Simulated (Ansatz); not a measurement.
```xyz
9

Si    0.2829   -0.0056   -0.1755
H    -0.0751   -0.0006    2.1226
F     1.6659    0.0809   -1.0674
C    -0.7591    1.5326   -0.4468
H    -1.6314    1.4834    0.2349
H    -0.1858    2.4539   -0.2214
H    -1.1120    1.5828   -1.4988
H    -0.4288   -1.2782   -0.5629
F    -0.9919   -0.0294    2.3785
```

Theory: UKS PBE-D4/def2-SVP in Ansatz 0.2.0.

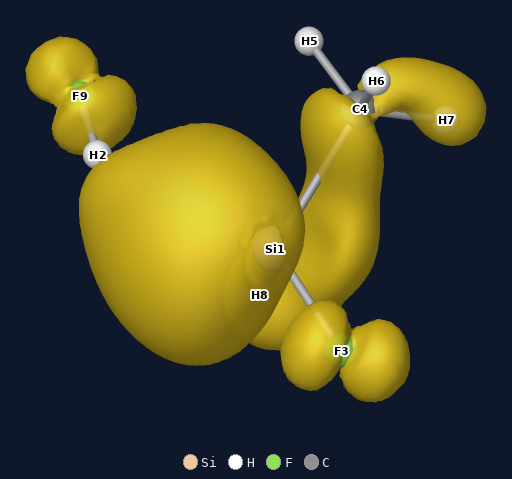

CH4FSi···HF (doublet). Isosurface of the spin density at +0.015 e/Å³ (yellow), seen across its widest extent.

Describe the spin distribution.

The unpaired spin (1 electron) lies mostly on Si1 (about 0.6) and H2 (about 0.1), in electrons by Hirshfeld's partition.
